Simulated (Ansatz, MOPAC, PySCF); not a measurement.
HF (SMILES F) and CH2O2 (SMILES O=CO) are pulled apart as rigid monomers along the line of their centres of mass, from the B3LYP-D3(BJ)/def2-TZVP minimum. Starting geometry (charge 0, multiplicity 1):
```xyz
7

F      0.390     0.001     0.462
H     -0.155    -0.473     1.095
O     -0.690    -0.784     2.617
C     -0.109    -0.034     3.375
O      0.792     0.867     3.027
H     -0.279    -0.032     4.455
H      0.920     0.837     2.052
```

Interaction energies with rigid monomers; basis-set methods are counterpoise corrected unless marked otherwise.

Rows in 6-31G* carry no dispersion term and start afresh at each structure (6-31G* with six Cartesian d functions). The state reached by AM1 isn't checked.

The values were computed with Ansatz (Gaussian basis) for Hartree–Fock, density functionals and correlated methods; MOPAC for AM1 (differences of heats of formation); PySCF for 6-31G* rows, the dispersion terms. 

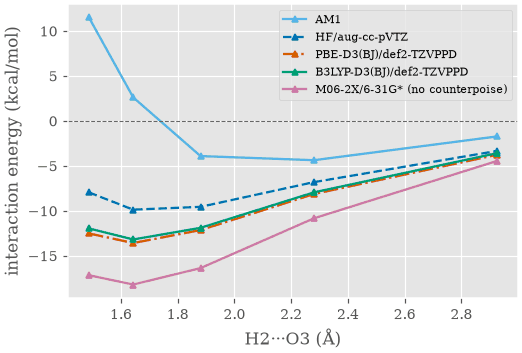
Fig. 1. Interaction energy against separation

Question: Which level binds most strongly at H2···O3 = 1.64, and by how much?

Answer: M06-2X/6-31G* (no counterpoise), -18.2 kcal/mol.

Ansatz is a quantum-chemistry and plane-wave program.
